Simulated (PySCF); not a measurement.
# C2H6N2, SMILES `CN=NC`: electronic structure

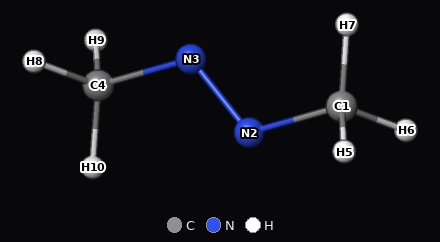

The molecule, with its atoms numbered as below. No frequency check shows the geometry to be a minimum.

Cartesian coordinates (Å):

```
C1       1.7830    0.0696   -0.0003
N2       0.4437   -0.4366   -0.0005
N3      -0.4437    0.4366   -0.0005
C4      -1.7830   -0.0696   -0.0003
H5       2.2879   -0.3306    0.8798
H6       2.2879   -0.3306   -0.8806
H7       1.8257    1.1636    0.0061
H8      -2.2879    0.3306    0.8798
H9      -2.2879    0.3306   -0.8806
H10     -1.8257   -1.1636    0.0061
```

Part 1: Bonding charge

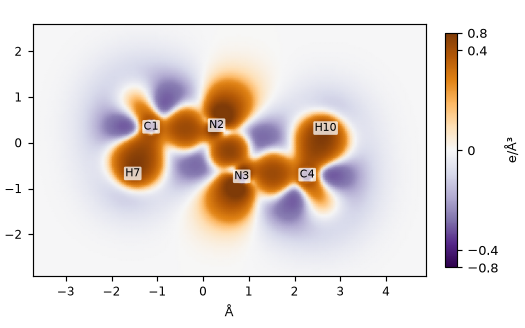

Deformation density (molecule less spherical, spin-averaged free atoms) in the plane of C1, N2, N3, C4, H7 and H10; colour scale in e/Å³, logarithmic beyond ±0.1; orange: gain, purple: loss.

PySCF calculation, r2SCAN/def2-SVP, gas phase; geometry: GFN2-xTB.

> How much density has each bond in this plane gained at its critical point, relative to the free atoms?

C1–H7 and C4–H10: +0.68 e/Å³ at the bond critical point (bond length 1.09 Å, Mayer order 0.9). N2–N3: +0.58 e/Å³ at the bond critical point (bond length 1.25 Å, Mayer order 1.8). C1–N2 and N3–C4: +0.39 e/Å³ at the bond critical point (bond length 1.43 Å, Mayer order 1.0). In all, 2.2 electrons gather in the regions of gain relative to the promolecule.

> Where do the Hirshfeld charges lie?

The highest Hirshfeld charge is on H5, H6, H8 and H9 (+0.05 e), the lowest on C1 and C4 (−0.07 e).

Part 2: Electrostatic potential

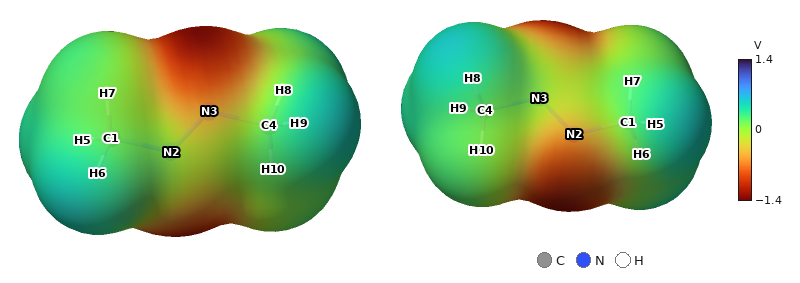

Electrostatic potential on the surface of electron density 0.001 a.u. (back view left, front view right).

> Where are the extremes of the potential on the surface?

Highest: 0.59 V, 1.3 Å from H8, and at like points elsewhere. Further maxima include 0.27 V, 1.4 Å from H10. Lowest: −1.36 V, 1.9 Å from N3. The surface is sampled at points, so like sites can differ by a few per cent and only the strongest of them is named.

Part 3: Removing or adding an electron

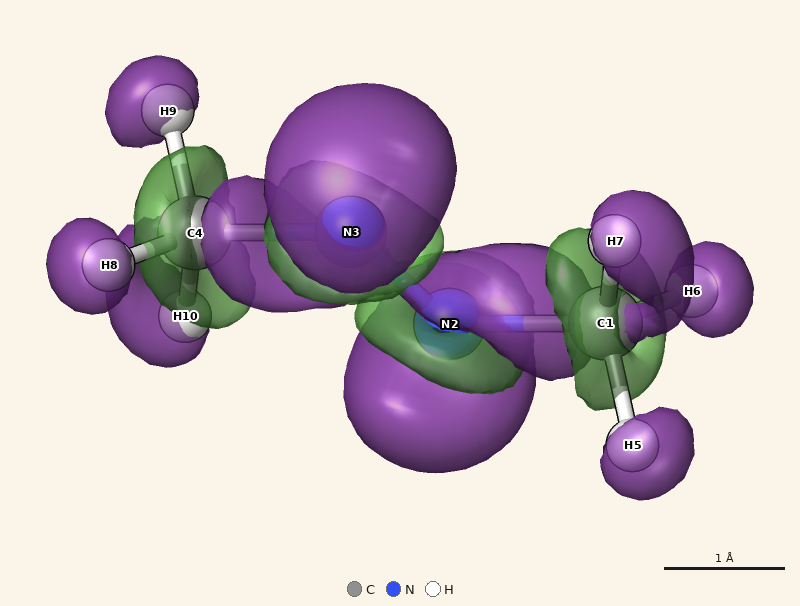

Fukui function f⁻ = ρ(N) − ρ(N−1) at fixed geometry, surfaces at ±0.03 e/Å³ (purple positive, green negative).

PySCF calculation, ωB97X/aug-cc-pVDZ, gas phase; geometry: GFN2-xTB.

> Which atoms respond most to the removal of an electron?

f⁻ (Hirshfeld-condensed) is largest on N2 and N3 (0.25 each); the vertical ionisation energy is 9.08 eV (the stability of the cation's solution wasn't checked). Condensed values hint at sites of electrophilic attack but needn't mark the atom that reacts. Orbital relaxation makes it negative in places (0.24 e in all).

The PySCF runs shown took 13 s and 71 s on 1 thread of Arm Neoverse V2, on a shared host.
